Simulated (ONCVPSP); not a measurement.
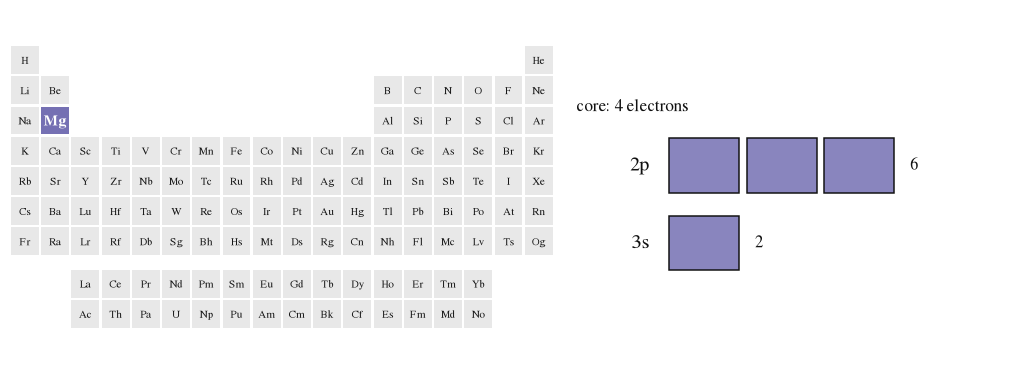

**Figure 1.** Left, the place of magnesium in the periodic table; right, the valence shells of the reference configuration: a box for each of the 2l + 1 orbitals, shaded by the share of the shell that is filled, with the electron count at the right.

Pseudopotential generation for Mg (part 1 of 2)

System: magnesium (Mg, Z = 12), core [He] 2s2, reference valence 2p6 3s2, valence charge 8.
Method: ONCV potential, PBE, fully relativistic, made with ONCVPSP 4.0.1.

**Results in brief**

- outcome: generated, with a spurious state above the valence levels
- cutoffs needed: 102 Ha and 119 Ha (the cutoffs at which the residual kinetic energy of the hardest occupied pseudo-wave falls to 1 and 0.1 mHa per electron)
- ghost test: no bound ghost flagged; GHOST(+) flagged for s at 82.2 eV, d5/2 at 145.6 eV, d3/2 at 146.1 eV
- largest excitation error: -52 meV (all-electron minus pseudo) for 2p6 3s0, out of 4 test configurations
- rms error of d²Exc/dni dnj: 15.03 mHa without and 12.33 mHa with the model core
- clearest signs, in the scattering phases, of states that the all-electron atom lacks: s near 3.0 Ha
- range over which the phases arctan(r R′/R) at the test radius agree within 0.05 rad (a looser test near the poles than one of phase shifts): s: between about -2.9 and 1.5 Ha; p3/2: over the whole range computed; p1/2: over the whole range computed; d5/2: up to about 3.0 Ha; d3/2: up to about 3.0 Ha; f7/2: not judged, local potential alone; f5/2: not judged, local potential alone
- hardware: 1 CPU thread, shared host
- wall time: 6.7 s

**Notes**

The scattering phases show an s state near 3.0 Ha, 3.2 Ha above the channel's reference energy, that the all-electron atom lacks; it spoils states at that energy.

**The input**
```
# ATOM AND REFERENCE CONFIGURATION
# atsym  z   nc   nv     iexc    psfile
  Mg 12.00    2    2        4      upf
#
#   n    l    f
    1    0    2.00
    2    0    2.00
    2    1    6.00
    3    0    2.00
#
# PSEUDOPOTENTIAL AND OPTIMIZATION
# lmax
    2
#
#   l,   rc,      ep,       ncon, nbas, qcut
    0    2.65    0.00    3    6    2.40
    1    0.95    0.00    4    8   18.40
    2    2.25    0.36    4    8    4.60
#
# LOCAL POTENTIAL
# lloc, lpopt,  rc(5),   dvloc0
    4    2    0.70    6.00
#
# VANDERBILT-KLEINMAN-BYLANDER PROJECTORs
# l, nproj, debl
    0    2    2.70
    1    3    2.40
    2    2    3.30
#
# MODEL CORE CHARGE
# icmod, fcfact, rcfact
    1    0.20    0.00
#
# LOG DERIVATIVE ANALYSIS
# epsh1, epsh2, depsh
   -3.00    5.00    0.02
#
# OUTPUT GRID
# rlmax, drl
    6.00    0.01
#
# TEST CONFIGURATIONS
# ncnf
    4
# nvcnf
#   n    l    f
    2
    2    1    6.00
    3    0    1.00
#
    2
    2    1    6.00
    3    0    0.00
#
    2
    2    1    6.00
    3    0    1.50
#
    3
    2    1    6.00
    3    0    1.00
    3    1    1.00
#
```

Command:
```bash
oncvpspr.x < Mg.dat > Mg.out
```

**Output (extracts)**
```
ONCVPSP  (Optimized Norm-Conservinng Vanderbilt PSeudopotential)
relativistic version 4.0.1

#   n    l    f        energy (Ha)
    1    0    2.00    -4.6288716D+01
    2    0    2.00    -2.9340724D+00
    2    1    6.00    -1.7092949D+00    -1.7198916D+00
    3    0    2.00    -1.7291926D-01

Reference configufation results
  iterations    25
  all-electron total energy (Ha)   -2.00279962D+02

Begin loop to  construct optimized pseudo wave functions
and semi-local pseudopoentials for all angular momenta

   Wellstate for l =  0  n =  6 kap= -1
     eigenvalue =   2.5271
     asymptotic potential =   3.0271
     half-point radius =  5.0109

Calculating optimized projector #   1

 for l=   0

    Fraction of norm inside rc  0.394554
    Optimizing pswf for qcut=   2.40 a_B^-1,  ecut=   2.88 Ha
    Residual kinetic energy error=  5.96D-04 Ha

    Energy error per electron        Cutoff
         Ha          eV             Ha
         0.01000     0.27211        1.02
         0.00100     0.02721        2.59
         0.00010     0.00272       10.37
         0.00001     0.00027       18.63

Calculating optimized projector #   2

 for l=   0

    Fraction of norm inside rc  0.172497
    Optimizing pswf for qcut=   2.40 a_B^-1,  ecut=   2.88 Ha
    Residual kinetic energy error=  1.25D-01 Ha

    Energy error per electron        Cutoff
         Ha          eV             Ha
         0.01000     0.27211        9.49
         0.00100     0.02721       18.81
         0.00010     0.00272       32.19
         0.00001     0.00027       64.93

   Wellstate for l =  1  n =  3 kap= -2
     eigenvalue =   0.6907
     asymptotic potential =   1.1907
     half-point radius =  2.2125

   Wellstate for l =  1  n =  4 kap= -2
     eigenvalue =   3.0907
     asymptotic potential =   3.5907
     half-point radius =  2.2987

Calculating optimized projector #   1

 for l=   1

    Fraction of norm inside rc  0.799718
    Optimizing pswf for qcut=  18.41 a_B^-1,  ecut= 169.50 Ha
    Residual kinetic energy error=  4.01D-09 Ha

    Energy error per electron        Cutoff
         Ha          eV             Ha
         0.01000     0.27211       81.01
         0.00100     0.02721      101.51
         0.00010     0.00272      119.34
         0.00001     0.00027      133.97

Calculating optimized projector #   2

 for l=   1

    Fraction of norm inside rc  0.074337
    Optimizing pswf for qcut=  18.41 a_B^-1,  ecut= 169.50 Ha
    Residual kinetic energy error=  2.27D-09 Ha

    Energy error per electron        Cutoff
         Ha          eV             Ha
         0.01000     0.27211       67.36
         0.00100     0.02721       92.14
         0.00010     0.00272      112.90
         0.00001     0.00027      129.32

Calculating optimized projector #   3

 for l=   1

    Fraction of norm inside rc  0.056502
    Optimizing pswf for qcut=  18.41 a_B^-1,  ecut= 169.50 Ha
    Residual kinetic energy error=  9.18D-09 Ha

    Energy error per electron        Cutoff
         Ha          eV             Ha
         0.01000     0.27211       71.07
         0.00100     0.02721       96.37
         0.00010     0.00272      117.64
         0.00001     0.00027      135.13

   Wellstate for l =  1  n =  3 kap=  1
     eigenvalue =   0.6801

   Wellstate for l =  1  n =  4 kap=  1
     eigenvalue =   3.0889

Calculating optimized projector #   1

 for l=   1

    Fraction of norm inside rc  0.801511
    Optimizing pswf for qcut=  18.41 a_B^-1,  ecut= 169.50 Ha
    Residual kinetic energy error=  4.06D-09 Ha

    Energy error per electron        Cutoff
         Ha          eV             Ha
         0.01000     0.27211       81.16
         0.00100     0.02721      101.66
         0.00010     0.00272      119.46
         0.00001     0.00027      134.08

Calculating optimized projector #   2

 for l=   1

    Fraction of norm inside rc  0.074114
    Optimizing pswf for qcut=  18.41 a_B^-1,  ecut= 169.50 Ha
    Residual kinetic energy error=  2.33D-09 Ha

    Energy error per electron        Cutoff
         Ha          eV             Ha
         0.01000     0.27211       67.52
         0.00100     0.02721       92.28
         0.00010     0.00272      113.03
         0.00001     0.00027      129.44

Calculating optimized projector #   3

 for l=   1

    Fraction of norm inside rc  0.056624
    Optimizing pswf for qcut=  18.41 a_B^-1,  ecut= 169.50 Ha
    Residual kinetic energy error=  9.44D-09 Ha

    Energy error per electron        Cutoff
         Ha          eV             Ha
         0.01000     0.27211       71.26
         0.00100     0.02721       96.54
         0.00010     0.00272      117.80
         0.00001     0.00027      135.29

   Wellstate for l =  2  n =  3 kap= -3
     eigenvalue =   0.3600
     asymptotic potential =   0.8600
     half-point radius =  4.2404

   Wellstate for l =  2  n =  6 kap= -3
     eigenvalue =   3.6600
     asymptotic potential =   4.1600
     half-point radius =  4.2719

Calculating optimized projector #   1

 for l=   2

    Fraction of norm inside rc  0.215014
    Optimizing pswf for qcut=   4.61 a_B^-1,  ecut=  10.60 Ha
    Residual kinetic energy error=  5.34D-05 Ha

    Energy error per electron        Cutoff
         Ha          eV             Ha
         0.01000     0.27211        3.71
         0.00100     0.02721        7.14
         0.00010     0.00272        9.81
         0.00001     0.00027       29.69

Calculating optimized projector #   2

 for l=   2

    Fraction of norm inside rc  0.180393
    Optimizing pswf for qcut=   4.61 a_B^-1,  ecut=  10.60 Ha
    Residual kinetic energy error=  1.91D-02 Ha

    Energy error per electron        Cutoff
         Ha          eV             Ha
         0.01000     0.27211       12.00
         0.00100     0.02721       46.58
         0.00010     0.00272       59.69
         0.00001     0.00027       72.66

   Wellstate for l =  2  n =  3 kap=  2
     eigenvalue =   0.3600

   Wellstate for l =  2  n =  6 kap=  2
     eigenvalue =   3.6600

Calculating optimized projector #   1

 for l=   2

    Fraction of norm inside rc  0.215049
    Optimizing pswf for qcut=   4.61 a_B^-1,  ecut=  10.60 Ha
    Residual kinetic energy error=  5.34D-05 Ha

    Energy error per electron        Cutoff
         Ha          eV             Ha
         0.01000     0.27211        3.71
         0.00100     0.02721        7.15
         0.00010     0.00272        9.81
         0.00001     0.00027       29.73

Calculating optimized projector #   2

 for l=   2

    Fraction of norm inside rc  0.180453
    Optimizing pswf for qcut=   4.61 a_B^-1,  ecut=  10.60 Ha
    Residual kinetic energy error=  1.92D-02 Ha

    Energy error per electron        Cutoff
         Ha          eV             Ha
         0.01000     0.27211       12.00
         0.00100     0.02721       46.62
         0.00010     0.00272       59.70
         0.00001     0.00027       72.68

Construct Vanderbilt / Kleinmman-Bylander projectors

B matrix Hermiticity error, ll=  0  kap= -1
   1   2    3.8252D-05

  Orthonormal projector coefficients  4.7846E+00  8.3678E-01

B matrix Hermiticity error, ll=  1  kap= -2
   1   2    2.3138D-04
   1   3   -4.0915D-04
   2   3    9.3140D-05

  Orthonormal projector coefficients -2.7226E+01 -1.1710E+01 -1.8766E+00

B matrix Hermiticity error, ll=  1  kap=  1
   1   2    2.3259D-04
   1   3   -4.1071D-04
   2   3    9.3226D-05

  Orthonormal projector coefficients -2.7260E+01 -1.1697E+01 -1.8657E+00

B matrix Hermiticity error, ll=  2  kap= -3
   1   2    3.1825D-06

  Orthonormal projector coefficients -6.6331E+00 -1.5601E+00

B matrix Hermiticity error, ll=  2  kap=  2
   1   2    3.1666D-06

  Orthonormal projector coefficients -6.5936E+00 -1.5583E+00

 Orthonormal scalar projector coefficients, l =  1
 -2.7237E+01 -1.1706E+01 -1.8730E+00 -3.4835E-06 -1.0229E-07 -6.4571E-09

 Orthonormal spin-orbit projector coefficients, l =  1
 -4.8254E-02  4.2644E-02  1.1991E-02  6.4353E-04 -6.8405E-05 -1.0121E-05

 Orthonormal scalar projector coefficients, l =  2
 -6.6173E+00 -1.5594E+00 -7.7791E-07 -2.5327E-09

 Orthonormal spin-orbit projector coefficients, l =  2
 -1.7364E-02  7.2846E-04  1.1201E-04 -6.3773E-06

Model core correction analysis
  based on d2Exc/dn_idn_j

d2excae - all-electron derivatives

   -5.014935D-02   -2.548583D-03
   -2.645130D-03   -1.523214D-02

d2excps - pseudofunction derivatives with no core correction

   -8.018485D-02   -3.213937D-03
   -3.309938D-03   -1.593758D-02

rms 2nd derivative error    1.502925E-02

Polynomial model core charge

d2excps - pseudofunction derivatives with core correction

   -7.480594D-02   -2.916968D-03
   -3.013223D-03   -1.541559D-02

rms 2nd derivative error    1.233138E-02

Pseudoatom total energy  -38.077888

Diagnostic tests using Vanderbilt-Kleinman-Bylander pseudopotentials
  relativistic with J = L +/- 1/2 projectors

   l  kap   rcore       rmatch      e in        delta e    norm test   slope test

   0  -1   2.6512770   2.7317755  -0.1729193   0.0000146   1.0000324   1.0007110
   0  -1   2.6512770   2.7317755   2.5270807   0.0003230   1.0000394   1.0000394

   1  -2   0.9532359   0.9821782  -1.7092949  -0.0000277   1.0001128   1.0001502
   1   1   0.9532359   0.9821782  -1.7198916  -0.0000085   1.0001216   1.0001234
   1  -2   0.9532359   0.9821782   0.6907051  -0.0000050   1.0002665   1.0002665
   1   1   0.9532359   0.9821782   0.6888668  -0.0000037   1.0002659   1.0002659
   1  -2   0.9532359   0.9821782   3.0907051   0.0000331   1.0003277   1.0003277
   1   1   0.9532359   0.9821782   3.0890186   0.0000441   1.0003257   1.0003257

   2  -3   2.2558469   2.3243393   0.3600000   0.0000031   1.0000031   1.0000031
   2   2   2.2558469   2.3243393   0.3599781   0.0000038   1.0000035   1.0000035
   2  -3   2.2558469   2.3243393   3.6600000   0.0000487   1.0000503   1.0000503
   2   2   2.2558469   2.3243393   3.6598617   0.0000491   1.0000497   1.0000497

Diagnostic tests using Vanderbilt-Kleinman-Bylander pseudopotentials
  relativistic with scalar and spin-orbit non-local projectors

   l  kap   rcore       rmatch      e in        delta e    norm test   slope test

   0  -1   2.6512770   2.7317755  -0.1729193   0.0000146   1.0000324   1.0007110
   0  -1   2.6512770   2.7317755   2.5270807   0.0003230   1.0000394   1.0000394

   1  -2   0.9532359   0.9821782  -1.7092949  -0.0000270   1.0001128   1.0001506
   1   1   0.9532359   0.9821782  -1.7198916  -0.0000078   1.0001217   1.0001238
   1  -2   0.9532359   0.9821782   0.6907051  -0.0000047   1.0002666   1.0002666
   1   1   0.9532359   0.9821782   0.6888668  -0.0000039   1.0002661   1.0002661
   1  -2   0.9532359   0.9821782   3.0907051   0.0000334   1.0003277   1.0003277
   1   1   0.9532359   0.9821782   3.0890186   0.0000437   1.0003256   1.0003256

   2  -3   2.2558469   2.3243393   0.3600000   0.0000061   1.0000032   1.0000032
   2   2   2.2558469   2.3243393   0.3599781  -0.0000004   1.0000031   1.0000031
   2  -3   2.2558469   2.3243393   3.6600000   0.0000504   1.0000499   1.0000499
   2   2   2.2558469   2.3243393   3.6598617   0.0000478   1.0000506   1.0000506

Ghost test for J = L + 1/2

 Testing for bound ghosts
   n   l    E NL Schr. Eq   E Basis Diag.   E Cutoff

   1   0       -0.172905       -0.170285     17.79

   2   1       -1.709323       -1.707227    434.81

 Testing for highly-localized positive-energy ghosts
       l    <radius>/rc     E Basis Diag.   E Cutoff

       0        0.928616        3.022202     17.79  WARNING - GHOST(+)

       2        0.932472        5.350493     67.22  WARNING - GHOST(+)

Ghost test for J = L - 1/2

 Testing for bound ghosts
   n   l    E NL Schr. Eq   E Basis Diag.   E Cutoff

   1   0       -0.172905       -0.170285     17.79

   2   1       -1.719900       -1.717855    434.81
```

(Continued in part 2.)
